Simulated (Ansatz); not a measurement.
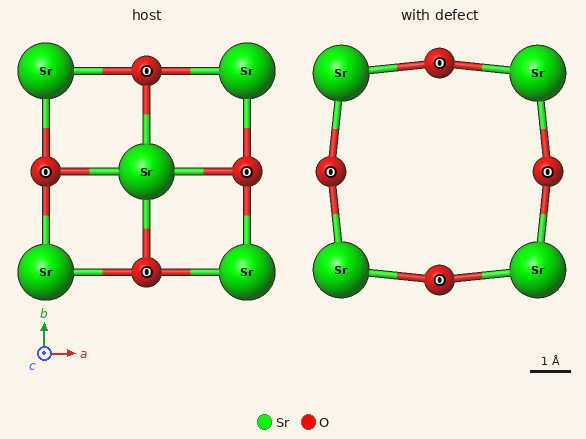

Left: perfect SrO. Right: the same region with one point defect, after relaxing the atoms in a supercell of 54 sites. A ball-and-stick model of the atoms within 4.6 Å of one point, in a slice 5.0 Å thick across the line of sight, seen along the c axis.

Computed with Ansatz 0.2.0, DFT, PBE, plane-wave PAW, default files, scalar-relativistic. Settings: plane-wave cutoff 420 eV; k-point mesh 2 × 2 × 2; occupations fermi dirac; smearing width 0.01 eV; no spin polarisation. A uniform background neutralises the charged cell. The axes drawn are those of the host's conventional cell.

What kind of defect was made?

Answer. A strontium atom is taken out (a vacancy).

The charge state of the cell is −2.

How does the lattice respond?

Answer. Around the empty Sr site the host had 6 O at 2.57 Å; after relaxation the nearest atoms are 6 O at 2.77 Å. Of the host's atoms, an oxygen atom moves furthest from its site, by 0.20 Å. Relaxing the atoms from the host's sites lowers the energy by 1.75 eV.

Limits of the set-up: the cell is charged, on a uniform background, and energies carry no finite-size correction.
